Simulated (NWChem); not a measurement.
# UB3LYP/6-311+G(d,p) run of BNH3S (SMILES N[B]S)

Aim: the vertical ionisation energy of BNH3S at UB3LYP/6-311+G**, from 2 runs. 

Program for the calculation: NWChem 7.3.0.

### Step 1. The structure to begin with

The species is BNH3S (6 atoms), meant as a doublet with charge 0. As SMILES, `N[B]S`. The shape is that of a PBE0-D4/def2-TZVP optimisation. This is a higher conformer, about 7 kJ/mol above the lowest found by a separate search.

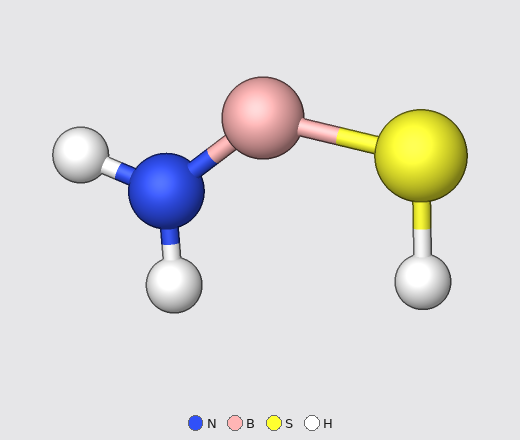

Viewed from a chosen angle; nitrogen blue, boron pink, sulfur yellow, hydrogen white.

### Step 2. A single-point energy at UB3LYP/6-311+G(d,p)

bh3ns.nw

```
start bh3ns
title "BH3NS"
memory stack 880 mb heap 220 mb global 1100 mb

geometry units angstrom noautosym nocenter noautoz
N     -0.621200     0.083000    -0.756700
B     -0.538400    -0.445500     0.515700
S      0.781100    -0.475200     1.709200
H     -1.454200     0.016000    -1.315600
H      0.135500     0.569200    -1.216600
H      1.739200     0.188500     1.017800
end

basis spherical bse
* library 6-311+G**
end

dft
xc b3lyp
mult 2
grid coarse
convergence energy 1e-08
maxiter 100
mulliken
print low
end

task dft energy
```

Launch:

```sh
$ nwchem bh3ns.nw > bh3ns.out
```

Standard output, shortened:

```text
[...]
 d= 0,ls=0.0,diis     1   -479.5881258419 -5.61D+02  9.12D-03  2.40D-01     1.4
[...]
 d= 0,ls=0.0,diis    11   -479.6535528750 -7.70D-09  2.64D-07  1.03D-09    11.7
[...]
         Total DFT energy =     -479.653552874992
      One electron energy =     -821.417306221185
           Coulomb energy =      297.888042676890
    Exchange-Corr. energy =      -37.829508152316
 Nuclear repulsion energy =       81.705218821619
[...]
      Total Density - Mulliken Population Analysis
     ---------------------------------------------
    Atom       Charge   Shell Charges
 -----------   ------   -------------------------------------------------------
    1 N    7     7.51   1.09  0.90  0.82  0.85  1.83  0.58  1.31 -0.03  0.14  0.02
    2 B    5     5.07   1.13  0.86  0.46  0.66  0.96  0.39  0.35  0.12  0.03  0.11
    3 S   16    15.94   0.77  1.19  0.93  1.06  1.10  0.81  1.86  4.01  1.08  2.52  0.75 -0.08 -0.12  0.05
    4 H    1     0.74   0.27  0.40  0.02  0.04
    5 H    1     0.77   0.27  0.41  0.04  0.04
    6 H    1     0.98   0.25  0.54  0.16  0.03
[...]
      <S2> =      0.7528 (Exact =     0.7500)
[...]
```

Wall time 12 s (1 thread of Intel Xeon Platinum 8375C at 2.90GHz (Ice Lake), shared host); peak memory 0.11 GiB.

### Step 3. The singlet cation, same level

bh3ns.nw

```
start bh3ns
memory total 2200 mb
charge 1

geometry noautosym nocenter noautoz
 N    -0.621200    0.083000   -0.756700
 B    -0.538400   -0.445500    0.515700
 S     0.781100   -0.475200    1.709200
 H    -1.454200    0.016000   -1.315600
 H     0.135500    0.569200   -1.216600
 H     1.739200    0.188500    1.017800
end

basis spherical bse
 * library 6-311+G**
end

dft
 xc b3lyp
 grid coarse
 convergence energy 1e-08
 iterations 100
 mulliken
 print low
end

task dft energy
```

Launch:

```sh
$ nwchem bh3ns.nw > bh3ns.out
```

Standard output, shortened:

```text
[...]
 d= 0,ls=0.0,diis     1   -479.1394634320 -5.61D+02  2.73D-02  3.74D+00     1.2
[...]
 d= 0,ls=0.0,diis    12   -479.3541798708 -2.80D-09  3.46D-07  9.81D-10    10.1
         Total DFT energy =     -479.354179870849
      One electron energy =     -813.654596800373
           Coulomb energy =      290.116374261145
    Exchange-Corr. energy =      -37.521176153240
 Nuclear repulsion energy =       81.705218821619
[...]
      Total Density - Mulliken Population Analysis
     ---------------------------------------------
    Atom       Charge   Shell Charges
 -----------   ------   -------------------------------------------------------
    1 N    7     7.39   1.09  0.90  0.82  0.85  1.84  0.57  1.26 -0.04  0.09  0.01
    2 B    5     4.70   1.13  0.86  0.41  0.71  0.86  0.29  0.23  0.07  0.02  0.12
    3 S   16    15.70   0.77  1.19  0.93  1.06  1.12  0.80  1.86  4.01  1.07  2.47  0.55 -0.08 -0.12  0.05
    4 H    1     0.68   0.26  0.37 -0.00  0.04
    5 H    1     0.66   0.26  0.37 -0.01  0.05
    6 H    1     0.86   0.23  0.50  0.09  0.03
[...]
```

Wall time 11 s (1 thread of Intel Xeon Platinum 8375C at 2.90GHz (Ice Lake), shared host); peak memory 0.11 GiB.

### Step 4. Outcome

At UB3LYP/6-311+G**:

```
                                          quantity          value
                       doublet BNH3S: total energy  -479.65355 Eh
                               doublet BNH3S: ⟨S²⟩          0.753
                      singlet cation: total energy  -479.35418 Eh
vertical ionisation energy (to the singlet cation)       8.146 eV
```

The vertical ionisation energy comes to 8.15 eV (188 kcal/mol). Only the singlet of the ionised species was computed; a triplet could lie lower. Mulliken charges (singlet cation) run from -0.39 on N1 to +0.34 on H5; in a basis this large or diffuse they mean little.
